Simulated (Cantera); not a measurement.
Feed: 1 mol SiH₂Cl₂, 0.011 mol CH₄, 4.3 mol H₂, equilibrated at 1330 Pa.

Cantera equilibrium calculation (NASA polynomials, part measured and part estimated; ideal gas, pure solids and liquids). Candidate condensed phases: C, C₆H₆, C₇H₈, C₈H₁₈, Si, SiC; 109 gas species. Mutual solubility and eutectic melting of coexisting phases are not modelled. The tables' values for SiCl₃, SiCl are old estimates; treat these amounts as uncertain. Gases not in the tables: Si₂H₆ and higher silanes. Kinetics and transport are ignored.

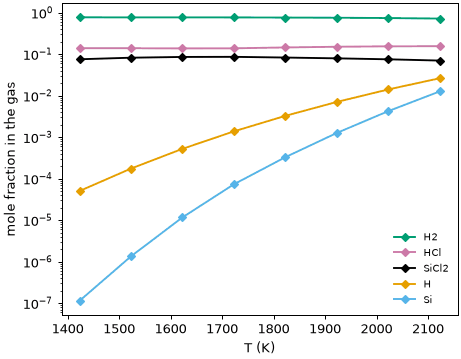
Equilibrium gas composition (values under 1e-9 drawn at 1e-9)

From 1423 K to 1623 K the condensed part is Si(s) + SiC(s). From 1723 K to 2123 K the condensed part is Si(l) + SiC(s). The main Si-bearing gas is SiCl₂ throughout. The share of Si in condensed phases is highest at 1923 K (47.4 %) and lowest at 2123 K (41.0 %).
